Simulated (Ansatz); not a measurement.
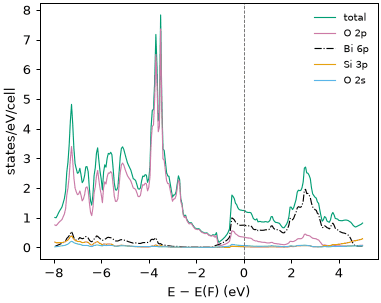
*Total and projected density of states of SiBiO₃ in space group P4mm (No. 99; Si on 1b, Bi on 1a, O on 2c, O on 1b), the program Ansatz at the r²SCAN level (PAW)*

### Question
Which orbitals carry the states next to the Fermi level?

### Answer
Within 0.5 eV of the Fermi level: Bi 6p 60 %, O 2p 29 %, O 2s 5 %. Projections are on Löwdin-orthogonalised atomic valence shells; empty p or d shells of many metals are not among them.

### Question
Where is the tallest occupied peak in this window, and what makes it?

### Answer
Near -3.5 eV, about 7.8 states/eV per cell; the largest projected share is O 2p.

The start of the workflow was typed in or built on a structure type; neither database checked (COD, Materials Project) lists it. Whether it is the stable phase at ambient conditions was not checked. Symmetry was held in the r²SCAN relaxation; its stability against distortions is not shown here. The volume moved by 20 % from the start of the relaxation. With an odd number of electrons in the cell and no spin polarisation, the count alone makes it a metal. Spin–orbit coupling is left out wherever it is not named.

Potentials: the earlier of the program's two PAW sets. The files were generated under PBE; for other functionals the program regenerates the frozen cores, and for LDA and PBEsol the local potential too.
